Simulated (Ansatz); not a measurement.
Start from MoSe₂ in the 2H-MoS2 type structure (space group P6_3/mmc, No. 194; a = 3.277 Å, c = 12.732 Å; layered, stacked along the Cartesian z axis).

It is then changed as follows: a free-standing slab of 3 layers (9 atoms, 3 a layer) is cut normal to the stacking axis, with 15 Å of vacuum and the in-plane cell relaxed.

The values are results of plane-wave PAW DFT at the PBE-D3(BJ) level (Ansatz, an electronic-structure program, 420 eV), no SOC, not measurements.

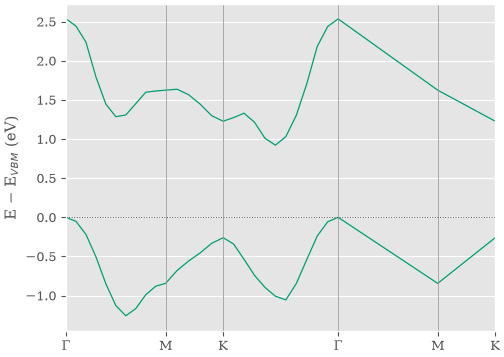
Highest valence and lowest conduction band along the path of the changed cell's own zone

Problem. From the figure, how large is the changed gap, and is it direct?

Solution. About 0.92 eV, indirect, Γ → K–Γ (45 % along).

Stability against distortions was not tested. Labels are those of the standard path for the cell's own space group.
